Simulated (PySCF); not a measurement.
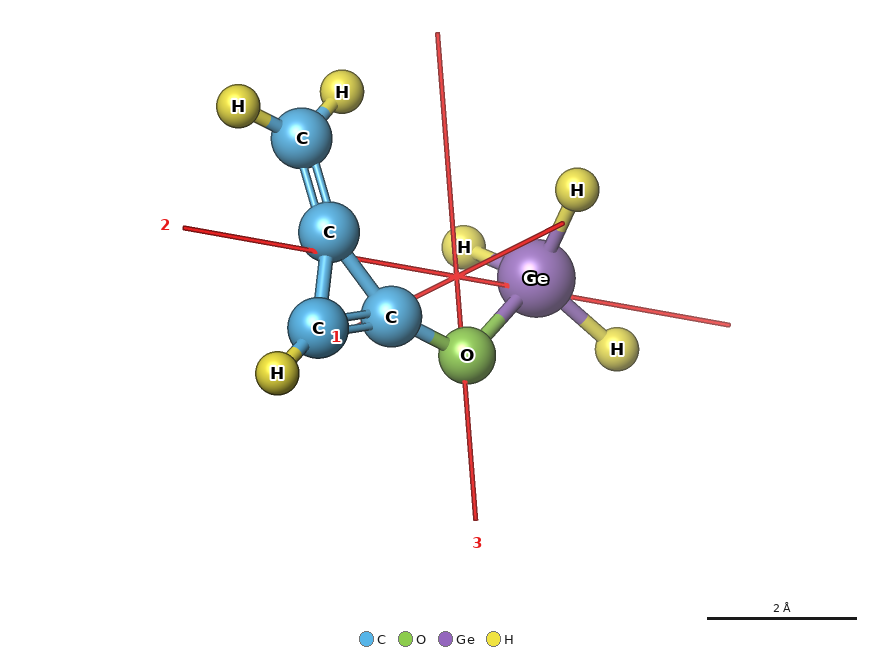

The three principal axes of inertia are drawn and numbered. Distant atoms are faded towards the background colour. Computed geometry: PBE0-D3(BJ)/def2-SVP optimisation. No frequency run is at hand to confirm it as a minimum. Masses are those of the most abundant isotopes; constants are for the rigid equilibrium geometry.

### Which line is the a axis (least moment of inertia), which b and which c?

a is line 2, b is line 3, c is line 1; the moments are 94.4, 396, 484 u Å².

### What kind of rotor is it, and what are its rotational constants in cm⁻¹?

An asymmetric top (Cs): A = 0.179, B = 0.0426, C = 0.0349 cm⁻¹. Ray's parameter κ is −0.89, close to the prolate limit.
